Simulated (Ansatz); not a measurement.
H$_{2}$NPSi (SMILES [Si]=NP)

Input file:

```
crystal:
  periodic: [false, false, false]
  atoms:
    - {symbol: N, position_ang: [-1.102777, 0.130651, -0.338233]}
    - {symbol: P, position_ang: [-0.195090, 1.071897, -1.420288]}
    - {symbol: Si, position_ang: [-2.072438, -0.783119, 0.506097]}
    - {symbol: H, position_ang: [1.124771, 0.593629, -1.115219]}
    - {symbol: H, position_ang: [-0.015045, 2.255292, -0.625937]}
basis:
  gaussian:
    orbitals: def2-TZVPD
magnetization:
  spin_polarized: false
hamiltonian:
  xc: pbe0
output:
  forces: true
  orbitals: {seedname: orbitals}
```

Command:

```sh
ansatz run input.yaml --threads 1 --pin off --max-ram 2610MiB --events-out events.jsonl --progress --plain --runs-dir runs
```

Geometry: B3LYP-D3(BJ)/def2-SVP.

Level of theory: isolated molecule in a Gaussian basis; Kohn-Sham density functional theory, functional PBE0 (Ansatz).

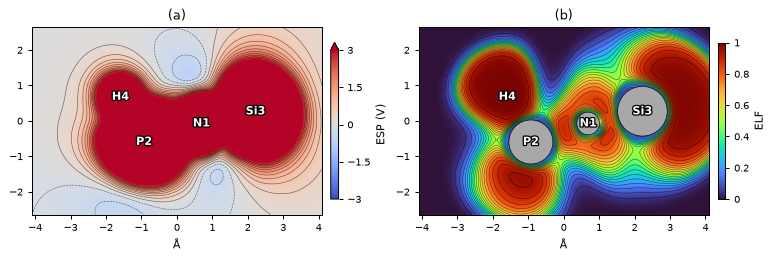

Figure 1. (a) molecular electrostatic potential; (b) electron localisation function on the plane of atoms N1, P2 and H4. Grey discs cover the atomic cores in the ELF map.

Question: Read the bonding off the picture.

Answer: The section cuts through N, P, Si and H sites. Si–N (1.58 Å): the ELF peaks at about 0.85 between the atoms: a polar covalent bond. P–N (1.70 Å): the ELF peaks at about 0.90 between the atoms, as expected for a shared but strongly polarised pair. P–H (1.44 Å): the ELF climbs to about 1 towards the hydrogen, as it does in any bond to H. The ELF also peaks beside P2 and Si3, away from the bonds: lone-pair regions. Outside the dense part of the molecule the potential is most negative (−0.7 V) near N1.

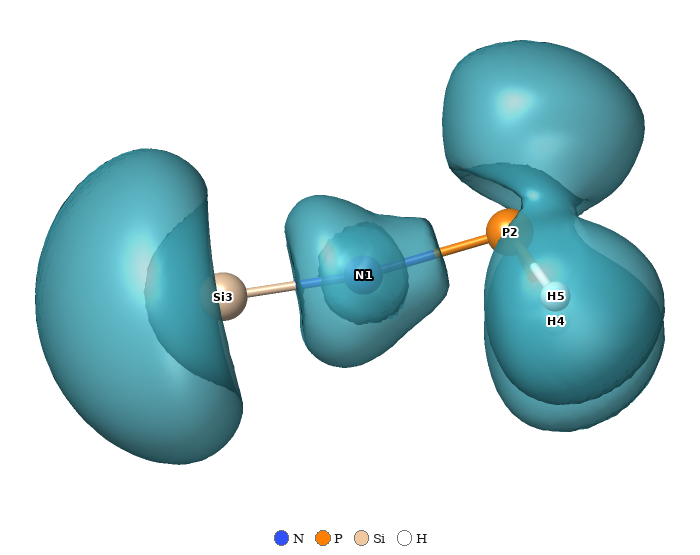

Figure 2. Isosurface of the ELF at 0.75 (cyan), seen from one side. Core shells and regions of very low density are left out.

Question: Identify the bonds, lone pairs and shells in this picture.

Answer: The ELF exceeds this value in one region on N in which the atom's valence shell and bonds are merged, one lobe on Si, pointing away from the bonds (lone pairs) and one joined region spread over several atoms (H, P), in which their bonds and any lone pairs are merged.

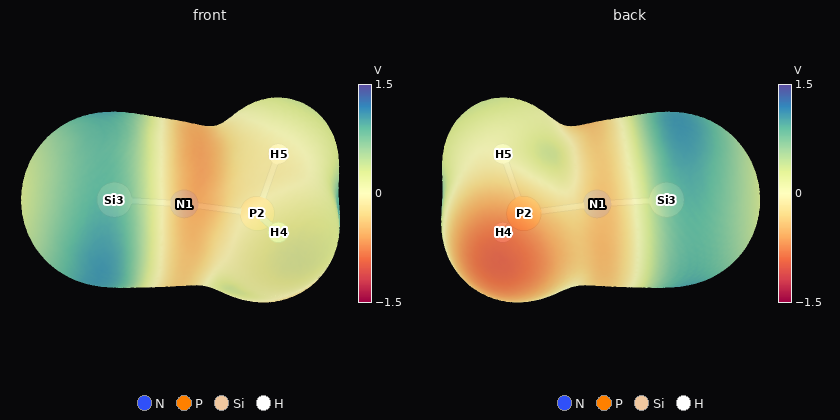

Figure 3. The electrostatic potential painted on the density surface at 0.002 e/bohr³, seen from the front and from behind; the colour scale runs from red (negative) to blue (positive).

Question: Which sites attract a positive test charge, and which a negative one?

Answer: A positive charge is drawn to the negative regions and a negative charge to the positive ones. The most negative region (about −1.0 V) lies over P2, the most positive (about +1.1 V) over Si3.

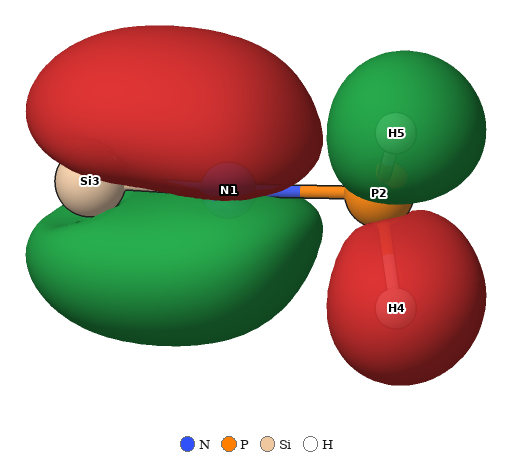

Figure 4. The HOMO−1 at ±0.08 Å⁻³ᐟ² (green and red are the two phases), seen at a tilt.

Question: Where does this orbital lie, and at what energy?

Answer: By Hirshfeld shares it lies mainly on N1 (about 50 %), Si3 (about 25 %), P2 (about 15 %), H4 (about 5 %) and H5 (about 5 %). Its energy is −8.08 eV.
